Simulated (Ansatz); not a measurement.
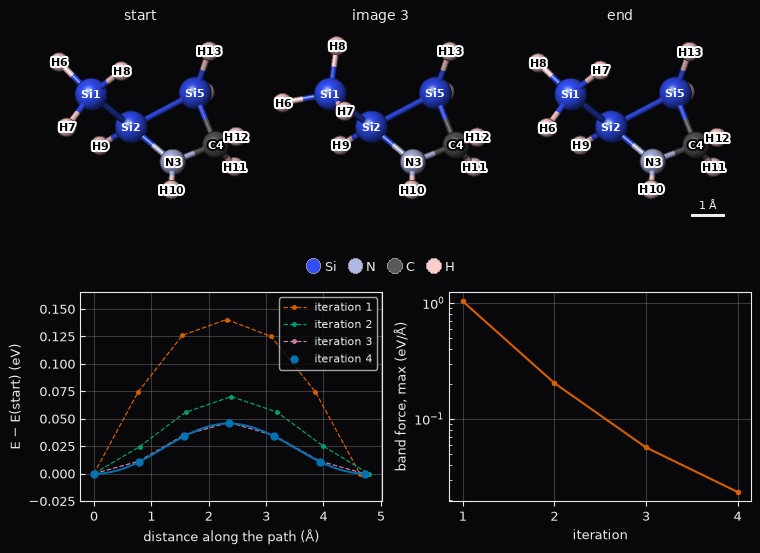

A nudged-elastic-band calculation for CH₉NSi₃. Images are numbered from 0 (start) to 6 (end). The plot follows the band through its iterations. Style: ball-and-stick. Shown at a tilt.

Theory: RKS B3LYP-D4/def2-SVP in Ansatz 0.2.0. Settings: 5 movable images; climbing image; force threshold 0.05 eV/Å; iteration limit 60; starting path by image-dependent pair potential.

### Judge this run.

The result is final at these settings. The band converged in 4 iterations. The largest component of the band force went from 1 to 0.023 eV/Å. The climbing image converged on the top of the path. Its vibrational analysis gives one imaginary mode (87i cm⁻¹), as a transition state must have. The first iteration put the highest image at 0.140 eV. The barrier is about 0.046 eV in both directions, with image 3 at the top; the ends have the same energy.

The run took 92 s on 2 threads of Arm Neoverse V2, on a shared host, peak memory 0.31 GiB.
